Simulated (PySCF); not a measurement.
**[OsO2(OH)3]+: other functionals and bases at one geometry**

Aim: see how levels, charges and forces of [OsO2(OH)3]+ depend on the level of theory. It is a constructed species; whether it can be made isn't addressed.

Method: several levels, as the steps say, no spin–orbit coupling; program: PySCF 2.14.0.

2 further runs of the same task are left out: 1 for a known fault of the program, 1 that didn't finish.

## 1. The starting structure

9 atoms, charge 1, spin multiplicity 1.

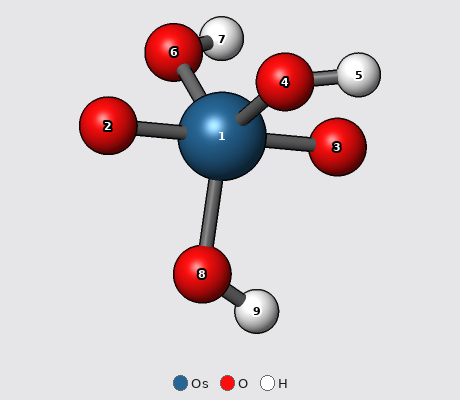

The geometry (osmium blue, oxygen red, hydrogen white); atoms are numbered from 1 in the order of the file.

As a file:

```
Os    0.0000    0.0000    0.2029
O     0.0000    0.0000    1.9251
O     0.0000    0.0000   -1.5430
O     1.8485   -0.1340    0.2290
H     2.2744   -0.1648   -0.6571
O    -0.8082    1.6679    0.2290
H    -0.9945    2.0522   -0.6571
O    -1.0404   -1.5339    0.2290
H    -1.2800   -1.8873   -0.6571
```

Formal oxidation states: Os +8. An earlier session relaxed this geometry at B3LYP, Os def2-SVP with ECP60, O def2-SVP, H def2-SVP (singlet, point group C3v).

At B3LYP on the finer grid: E = -467.961214 Eh, HOMO -15.49 eV, LUMO -10.80 eV, Mulliken charge on Os1 +1.33 e, largest force component 0.009 eV/Å. 

Levels to run: wB97X; TPSSh; PBE0; r2SCAN; B3LYP, TZVP; B3LYP, x2c-SVP. Hardware: 2 threads of Arm Neoverse V2, shared host.

## 2. wB97X

Input file run.py (the lines that set the calculation):

```python
mol = gto.M(atom='''
Os     0.00000     0.00000     0.20293
O      0.00000     0.00000     1.92506
O      0.00000     0.00000    -1.54302
O      1.84854    -0.13404     0.22899
H      2.27445    -0.16484    -0.65707
O     -0.80819     1.66790     0.22899
H     -0.99447     2.05215    -0.65707
O     -1.04035    -1.53386     0.22899
H     -1.27998    -1.88731    -0.65707''',
    basis={'Os': 'def2-SVP', 'O': 'def2-SVP', 'H': 'def2-SVP'},
    ecp={'Os': 'def2-SVP'},
    charge=1, spin=0)
mf = dft.RKS(mol, xc='WB97X')
mf.grids.atom_grid = (75, 302)
mf = mf.density_fit()  # fitting sets: Os def2-universal-JKFIT, O def2-universal-JKFIT, H def2-universal-JKFIT
mf.conv_tol = 1e-08; mf.max_cycle = 55
mf.kernel(dm0)  # dm0: the density of the relaxed state
```

On the command line:

```sh
$ OMP_NUM_THREADS=2 python run.py
```

## 3. TPSSh

Changes to run.py (the lines that set the calculation) since step 2:

```diff
@@ -13,3 +13,3 @@
     charge=1, spin=0)
-mf = dft.RKS(mol, xc='WB97X')
+mf = dft.RKS(mol, xc='TPSSH')
 mf.grids.atom_grid = (75, 302)
```

## 4. PBE0

Changes to run.py (the lines that set the calculation) since step 3:

```diff
@@ -13,3 +13,3 @@
     charge=1, spin=0)
-mf = dft.RKS(mol, xc='TPSSH')
+mf = dft.RKS(mol, xc='PBE0')
 mf.grids.atom_grid = (75, 302)
```

## 5. r2SCAN

Changes to run.py (the lines that set the calculation) since step 4:

```diff
@@ -13,3 +13,3 @@
     charge=1, spin=0)
-mf = dft.RKS(mol, xc='PBE0')
+mf = dft.RKS(mol, xc='R2SCAN')
 mf.grids.atom_grid = (75, 302)
```

## 6. B3LYP, TZVP

Basis: Os def2-TZVP with ECP60, O def2-TZVP, H def2-TZVP. 

Changes to run.py (the lines that set the calculation) since step 5:

```diff
@@ -10,6 +10,6 @@
 H     -1.27998    -1.88731    -0.65707''',
-    basis={'Os': 'def2-SVP', 'O': 'def2-SVP', 'H': 'def2-SVP'},
-    ecp={'Os': 'def2-SVP'},
+    basis={'Os': 'def2-TZVP', 'O': 'def2-TZVP', 'H': 'def2-TZVP'},
+    ecp={'Os': 'def2-TZVP'},
     charge=1, spin=0)
-mf = dft.RKS(mol, xc='R2SCAN')
+mf = dft.RKS(mol, xc='B3LYP')
 mf.grids.atom_grid = (75, 302)
@@ -17,2 +17,2 @@
 mf.conv_tol = 1e-08; mf.max_cycle = 55
-mf.kernel(dm0)  # dm0: the density of the relaxed state
+mf.kernel(dm0)  # dm0: free metal ions and neutral atoms
```

## 7. B3LYP, x2c-SVP

Basis: Os x2c-SVPall, O x2c-SVPall, H x2c-SVPall. All electrons are treated, with the spin-free X2C Hamiltonian.

Input file run.py (the lines that set the calculation):

```python
mol = gto.M(atom='''
Os     0.00000     0.00000     0.20293
O      0.00000     0.00000     1.92506
O      0.00000     0.00000    -1.54302
O      1.84854    -0.13404     0.22899
H      2.27445    -0.16484    -0.65707
O     -0.80819     1.66790     0.22899
H     -0.99447     2.05215    -0.65707
O     -1.04035    -1.53386     0.22899
H     -1.27998    -1.88731    -0.65707''',
    basis={'Os': 'x2c-SVPall', 'O': 'x2c-SVPall', 'H': 'x2c-SVPall'},
    nucmod='G',
    charge=1, spin=0)
mf = dft.RKS(mol, xc='B3LYP')
mf.grids.atom_grid = (99, 590)
mf = mf.density_fit()  # fitting sets: Os AutoAux, O AutoAux, H AutoAux
mf = mf.sfx2c1e()
mf.conv_tol = 1e-08; mf.max_cycle = 55
mf.kernel(dm0)  # dm0: free metal ions and neutral atoms
```

Q: Predict the outcome of this session. Wanted: for each run, HOMO; gap; charge on Os1; dipole; largest force.

The runs gave:

| level | state | HOMO (eV) | gap (eV) | charge on Os1 (e) | dipole (D) | largest force (eV/Å) | basis functions | time |
| --- | --- | --- | --- | --- | --- | --- | --- | --- |
| B3LYP (relaxed here) | singlet | -15.49 | 4.69 | 1.33 | 4.06 | 0.01 | 117 | 20 s |
| wB97X | singlet | -18.05 | 9.34 | 1.41 | 4.07 | 1.63 | 117 | 8.6 s |
| TPSSh | singlet | -14.81 | 3.87 | 1.35 | 4.04 | 0.21 | 117 | 10 s |
| PBE0 | singlet | -15.84 | 5.16 | 1.37 | 4.09 | 0.86 | 117 | 6.6 s |
| r2SCAN | singlet | -14.39 | 3.07 | 1.37 | 4.08 | 0.25 | 117 | 11 s |
| B3LYP, TZVP | singlet | -15.54 | 4.82 | 1.53 | 3.86 | 0.33 | 213 | 18 s |
| B3LYP, x2c-SVP | singlet | -15.71 | 4.66 | 0.94 | 4.07 | 0.71 | 151 | 36 s |

Times are on 2 threads of Arm Neoverse V2, shared host; the first row also made further properties. The dipole of a charged species depends on the origin, so these sizes hold for this origin alone.

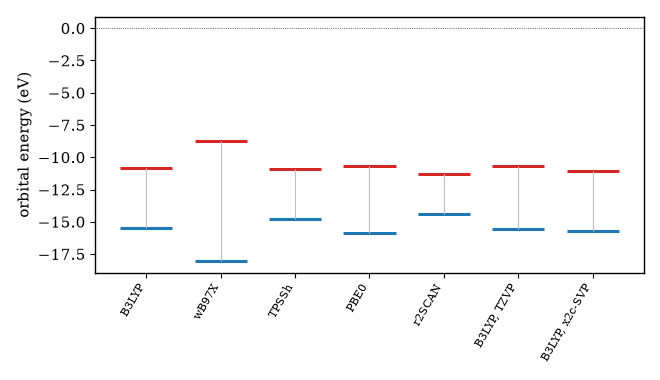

Highest filled and lowest empty level, method by method.

In one basis the HOMO–LUMO gap runs from 3.07 eV (r2SCAN) to 9.34 eV (wB97X). The largest leftover force, 1.63 eV/Å with wB97X, stands at a geometry relaxed at another level. The Mulliken charge on Os spans +0.94 to +1.53 e over the levels. Total energies of different levels can't be compared. Spin–orbit coupling is left out throughout.
